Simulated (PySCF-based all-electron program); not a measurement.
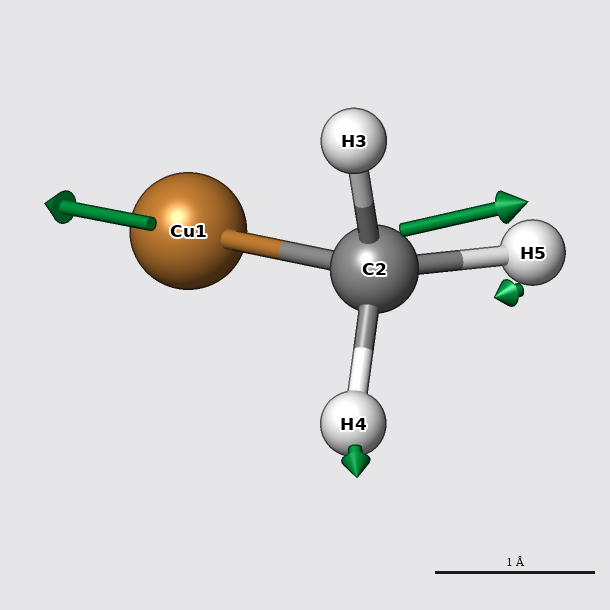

Arrows show the forces on the atoms, 0.3 Å of arrow for 1 eV/Å; forces under a tenth of the largest aren't drawn. Charge 0, singlet. Level of theory: r2SCAN, all-electron, scalar-relativistic (X2C), large uncontracted Gaussian sets (PySCF-based all-electron program).

### Which bond do the forces act along most?

Cu1–C2, now 1.704 Å: the forces push its atoms apart, so a first step downhill lengthens it.

List the force components in the frame of the picture (x right, y up, z towards the viewer), in eV/Å.

```
atom     Fx     Fy     Fz
 Cu1  −2.25   0.43  −2.32
  C2   2.65   0.60   1.38
  H3   0.10  −0.24   0.06
  H4   0.04  −0.63   0.43
  H5  −0.54  −0.17   0.45
```
